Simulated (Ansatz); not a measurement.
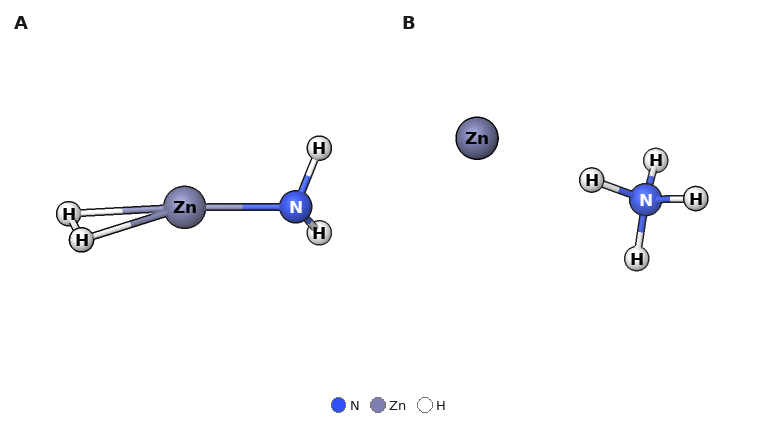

2 stationary structures of one formula. Charge +1, singlet. Geometries: PBE-D4/def2-SVP. Electronic energies: PBE-D4/def2-SVP (Ansatz 0.2.0), without zero-point energy. No frequency run is at hand to confirm each as a minimum.

Which structure is the most stable?

B is lowest; A lies 2.171 eV above it (Cs).
